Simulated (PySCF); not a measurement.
**Si₃H₆O₃: geometry relaxation**

The run: geometry relaxation of Si₃H₆O₃. Method and program: PBE0-D3(BJ)/def2-SVP geometry optimisation, gas phase (PySCF 2.14.0).

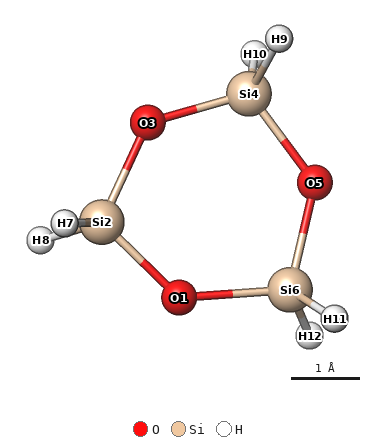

Figure 1. The starting structure (ball-and-stick view, seen at a tilt; atoms are numbered from 1 in the order of the input). Bond lengths as drawn: H–Si 1.44 to 1.49 Å and O–Si 1.57 to 1.66 Å.

The input
```
{"job": {"xc": "PBE0", "basis": "def2-SVP", "d3": "d3bj", "grid": 2, "kind": "geom", "shake": 0.01}, "charge": 0, "multiplicity": 1}
O      0.838272     1.244068     0.234324
Si     1.615249    -0.116767     0.525021
O      0.611164    -1.372761     0.235196
Si    -0.881255    -1.417068    -0.260511
O     -1.452481     0.093699    -0.484285
Si    -0.710301     1.536666    -0.272462
H      1.940562    -0.129587     1.947548
H      2.715274    -0.186925    -0.448911
H     -1.696063    -1.988113     0.846732
H     -0.919754    -2.065001    -1.550692
H     -1.404340     2.216623     0.818245
H     -0.617836     2.157580    -1.573202
```

The first line tells a small driver script what to run in PySCF; the rest is the geometry in Å.

Hardware: 1 CPU thread, shared host.

Run as:
```bash
OMP_NUM_THREADS=1 python <driver script> task.json out
```

Log
```
step   0  E = -1096.94505488  max force = 0.056780
step   1  E = -1096.96233835  max force = 0.010278
step   2  E = -1096.96272423  max force = 0.004513
step   3  E = -1096.96278867  max force = 0.001397
step   4  E = -1096.96279342  max force = 0.000559
step   5  E = -1096.96279461  max force = 0.000197
optimisation converged
```

Trajectory as extended XYZ (Å, eV, eV/Å), 6 frames, from step=0 to step=5
```
12
Properties=species:S:1:pos:R:3:forces:R:3 step=0 energy=-29849.39533
O     0.8383    1.2441    0.2343   -0.9985   1.8917  -0.3475
Si    1.6153   -0.1168    0.5250    1.6074  -0.9177   0.3320
O     0.6112   -1.3728    0.2352    2.4620  -0.5196   0.7619
Si   -0.8813   -1.4171   -0.2605   -2.9198  -0.9578  -0.0256
O    -1.4525    0.0937   -0.4843   -0.5061   0.4916  -0.2292
Si   -0.7103    1.5367   -0.2725    0.1163   0.0297   0.3261
H     1.9406   -0.1296    1.9475    0.4610  -0.1338   0.4538
H     2.7153   -0.1869   -0.4489    0.4716  -0.1525   0.0610
H    -1.6961   -1.9881    0.8467   -0.1184  -0.3246  -0.2216
H    -0.9197   -2.0650   -1.5507   -0.2112  -0.6613  -0.6563
H    -1.4043    2.2166    0.8183   -0.2543   0.5492   0.1419
H    -0.6178    2.1576   -1.5732   -0.1099   0.7049  -0.5966
12
Properties=species:S:1:pos:R:3:forces:R:3 step=1 energy=-29849.86564
O     0.8326    1.2753    0.2323   -0.1091   0.2362  -0.0326
Si    1.6753   -0.1165    0.5426   -0.2343  -0.1813  -0.1067
O     0.6291   -1.3808    0.2433    0.5285  -0.0116   0.1554
Si   -0.9358   -1.4676   -0.2646   -0.3528   0.3195   0.0398
O    -1.4635    0.0999   -0.4822    0.0267   0.0883  -0.0025
Si   -0.7261    1.5813   -0.2764    0.1319  -0.4617   0.1171
H     2.0764   -0.1477    1.9693    0.0781  -0.0037   0.0340
H     2.8307   -0.2091   -0.3848    0.0556  -0.0106   0.0444
H    -1.7625   -2.1094    0.7910   -0.0111  -0.0549  -0.0532
H    -1.0017   -2.1824   -1.5569   -0.0385  -0.1136  -0.0951
H    -1.4406    2.3417    0.7780   -0.0288   0.0749  -0.0272
H    -0.6754    2.2875   -1.5745   -0.0463   0.1185  -0.0734
12
Properties=species:S:1:pos:R:3:forces:R:3 step=2 energy=-29849.87614
O     0.8350    1.2787    0.2316   -0.0555   0.1021  -0.0202
Si    1.6743   -0.1186    0.5416   -0.0731  -0.1105  -0.0213
O     0.6345   -1.3856    0.2460    0.2321   0.0022   0.0678
Si   -0.9388   -1.4623   -0.2623   -0.2018   0.0985  -0.0567
O    -1.4661    0.1030   -0.4808    0.0313  -0.0104   0.0090
Si   -0.7230    1.5770   -0.2754    0.0587  -0.1116   0.0238
H     2.0884   -0.1487    1.9677    0.0216   0.0083  -0.0031
H     2.8385   -0.2143   -0.3758    0.0163   0.0038   0.0166
H    -1.7686   -2.1159    0.7829    0.0019  -0.0161  -0.0132
H    -1.0117   -2.1877   -1.5567   -0.0047  -0.0162   0.0081
H    -1.4395    2.3494    0.7715   -0.0078   0.0252  -0.0158
H    -0.6844    2.2973   -1.5734   -0.0189   0.0246   0.0051
12
Properties=species:S:1:pos:R:3:forces:R:3 step=3 energy=-29849.87789
O     0.8377    1.2794    0.2309   -0.0179   0.0192  -0.0099
Si    1.6730   -0.1231    0.5403    0.0016  -0.0409   0.0070
O     0.6363   -1.3907    0.2462    0.0543   0.0095   0.0136
Si   -0.9430   -1.4596   -0.2625   -0.0718   0.0094  -0.0338
O    -1.4658    0.1056   -0.4792    0.0183  -0.0394   0.0100
Si   -0.7193    1.5761   -0.2740    0.0138   0.0336   0.0003
H     2.0936   -0.1489    1.9650   -0.0031   0.0032  -0.0007
H     2.8423   -0.2177   -0.3711   -0.0011   0.0022  -0.0027
H    -1.7731   -2.1187    0.7785    0.0032   0.0026   0.0056
H    -1.0189   -2.1886   -1.5553    0.0054   0.0058   0.0070
H    -1.4360    2.3560    0.7680   -0.0010  -0.0015  -0.0005
H    -0.6882    2.3025   -1.5698   -0.0018  -0.0039   0.0041
12
Properties=species:S:1:pos:R:3:forces:R:3 step=4 energy=-29849.87802
O     0.8394    1.2787    0.2304   -0.0068   0.0050  -0.0064
Si    1.6727   -0.1259    0.5396    0.0054  -0.0173   0.0060
O     0.6357   -1.3926    0.2453    0.0166   0.0050   0.0015
Si   -0.9453   -1.4587   -0.2630   -0.0287   0.0033  -0.0124
O    -1.4646    0.1071   -0.4779    0.0089  -0.0235   0.0059
Si   -0.7172    1.5775   -0.2732    0.0043   0.0263   0.0001
H     2.0933   -0.1508    1.9644   -0.0038   0.0007  -0.0002
H     2.8423   -0.2203   -0.3714   -0.0021   0.0006  -0.0026
H    -1.7746   -2.1175    0.7788    0.0016   0.0030   0.0033
H    -1.0218   -2.1871   -1.5557    0.0029   0.0036   0.0022
H    -1.4335    2.3580    0.7685    0.0005  -0.0029   0.0010
H    -0.6878    2.3039   -1.5689    0.0011  -0.0037   0.0015
12
Properties=species:S:1:pos:R:3:forces:R:3 step=5 energy=-29849.87805
O     0.8422    1.2772    0.2298    0.0038  -0.0038  -0.0025
Si    1.6724   -0.1302    0.5386    0.0018   0.0045   0.0027
O     0.6339   -1.3948    0.2434   -0.0101  -0.0015  -0.0069
Si   -0.9488   -1.4570   -0.2636    0.0096   0.0006   0.0059
O    -1.4633    0.1098   -0.4758   -0.0020   0.0008   0.0008
Si   -0.7138    1.5799   -0.2720   -0.0021   0.0025   0.0008
H     2.0920   -0.1552    1.9636   -0.0012  -0.0014   0.0002
H     2.8418   -0.2251   -0.3727   -0.0007  -0.0012  -0.0005
H    -1.7772   -2.1145    0.7798   -0.0011   0.0010  -0.0001
H    -1.0268   -2.1839   -1.5566   -0.0012  -0.0001  -0.0011
H    -1.4285    2.3607    0.7706    0.0012  -0.0009   0.0011
H    -0.6853    2.3056   -1.5679    0.0020  -0.0004  -0.0004
```

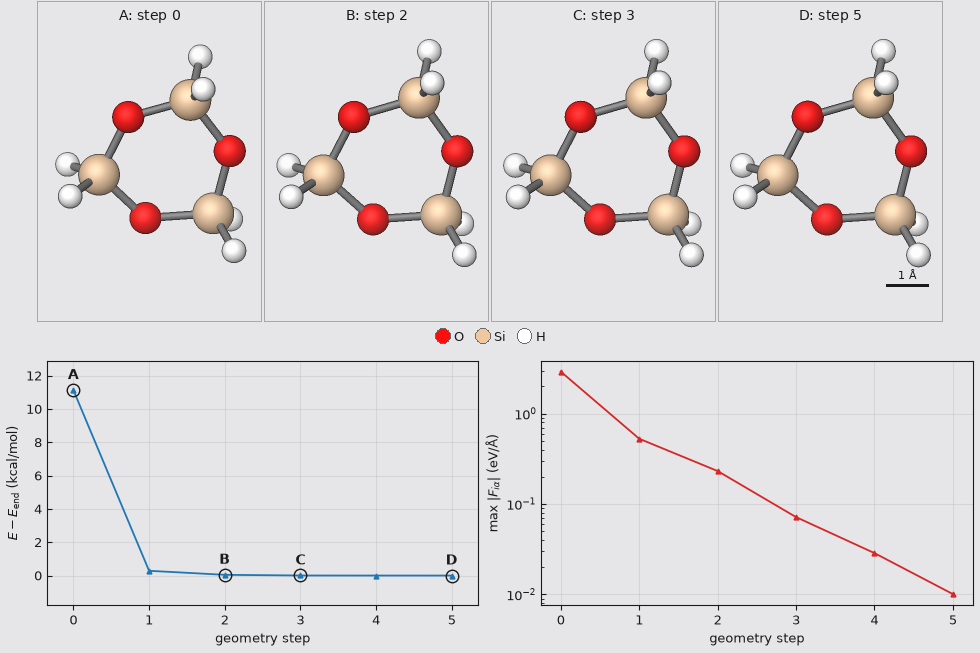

Figure 2. Frames of the relaxation (ball-and-stick view, seen at a tilt) above the curves, on which the letters mark them (steps are counted from 0).

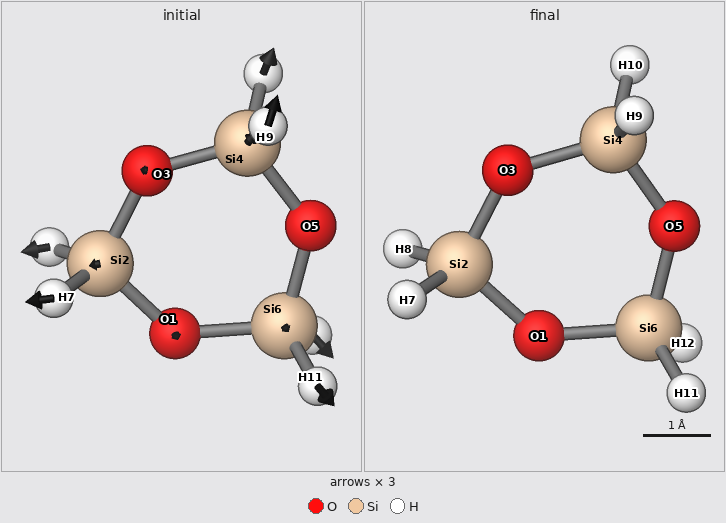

Figure 3. Before (left) and after (right) the relaxation, at one scale (ball-and-stick view, seen at a tilt). The black arrows give the displacements, magnified 3 times. After 5 geometry steps the energy has fallen by 11.1 kcal/mol. Largest force component: 2.9 eV/Å at the start, 0.01 eV/Å at the end. The largest moves after the best rigid fit, 0.17 Å, are those of H9 and H12. Largest moves by element: H 0.17 Å, Si 0.07 Å, O 0.04 Å. Among the contacts that change: O3–Si4 1.573 → 1.663 Å, O1–Si2 1.594 → 1.663 Å, Si4–H10 1.444 → 1.485 Å, Si2–O3 1.634 → 1.663 Å. Among the angles that change: H11–Si6–H12 120.2° → 111.4°, H9–Si4–H10 118.5° → 111.4°, O5–Si4–H9 105.4° → 109.5°. (Atoms are counted from 1 in the order of the input.)

Summary

- outcome: converged
- total energy: −1096.962795 hartree
- dipole moment: 0.01 D
- point group: D3h
- wall time: 50 s
- peak memory: 0.68 GiB
